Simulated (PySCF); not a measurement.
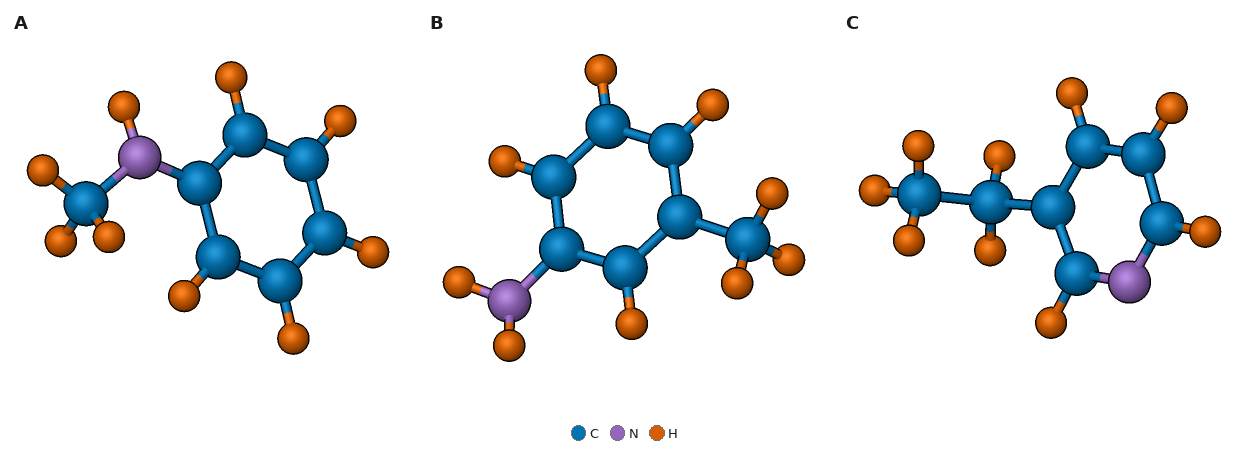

Simulated data, not a measurement (program: PySCF).

Which panel belongs to which SMILES?
(1) Cc1cccc(N)c1
(2) CNc1ccccc1
(3) CCc1cccnc1

Answer. A is (2), B is (1), C is (3).
